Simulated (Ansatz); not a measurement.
**Fields on a plane of ZrO2 (baddeleyite type, space group P2_1/c)**

```
ZrO2
1.0
    5.18987     0.00000     0.00000
    0.00000     5.24188     0.00000
   -0.90466     0.00000     5.30184
Zr O
4 8
Direct
  0.27576   0.04379   0.21002
  0.72424   0.54379   0.28998
  0.72424   0.95621   0.78998
  0.27576   0.45621   0.71002
  0.06497   0.32630   0.35005
  0.93503   0.82630   0.14995
  0.93503   0.67370   0.64995
  0.06497   0.17370   0.85005
  0.45100   0.75674   0.47552
  0.54900   0.25674   0.02448
  0.54900   0.24326   0.52448
  0.45100   0.74326   0.97552
```

The slice is a (1 0 -1) plane (indices of the conventional cell) through the point (0.549, 0.243, 0.524) (fractional), spanned by u = [010] and v = [101] in vectors of this cell: u (5.24 Å) and v (6.82 Å, at 90° to u). It covers one period; positions are fractions (u, v).

Atoms on it: Zr at (0.80, 0.71), 0.2 Å off the plane; O at (0.51, 0.93), 0.2 Å off the plane; O at (0.00, 0.00). Other atoms lie within 1 Å of the plane.

Computed with PBE (plane waves to 420 eV, PAW, scalar-relativistic; Ansatz, an electronic-structure program). k mesh 5×5×5. These are valence fields of a PAW run, semicore shells included where kept as valence: close to a nucleus they are smooth pseudo fields. ZrO2 is run without spin polarisation. ZrO2 was relaxed with its symmetry unable to fall.

```
|9987543345689987653345789|
|8876533345789998654345678|
|7765432345789998654334567|
|5544322245678987654444555|
|4433221234567776555555554|
|3322211123455655556777654|
|4322111112334444567888765|
|4322211011122334678888876|
|4332211000112234688888886|
|4332211000011234688888886|
|4332211000011234678888876|
|4322210000012234567888765|
|3222110000122334456777654|
|3221100000123344444555443|
|3321100000123444444444444|
|4322100000123444443344454|
|5432100001123344443344555|
|5432100001123334333345565|
|5432100001122333333445666|
|5432100011222333444455555|
|4321100112233334556655555|
|3321001123333445677765544|
|3210001223344457888876543|
|2110001233444567888887543|
|2110001223444567888887542|
|2221111123334467888887543|
|4332211122333456788876544|
|5543321122233345677765555|
|7665432122333444555555567|
|8876432223344554444445678|
|9987543234456665543345789|
|9987543334677876543345789|
```
Scale: ten equal steps from -1.64 (start of '0') to 0.89 (end of '9'), in the order '0123456789'. Values: log₁₀ of the valence density in e/Å³. The map has 25 points along u (one character each, u = 0 at the left) and 32 along v (v = 0 in the bottom row). The scale is logarithmic, as a density can span decades between atoms and voids.

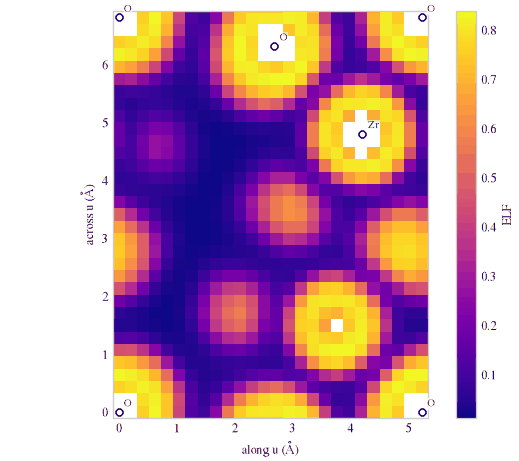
Fig. 1. Electron localisation function (ELF), one period of the plane, atoms marked. Points within 0.4 Å of a nucleus are left white, as the pseudised field means little there.
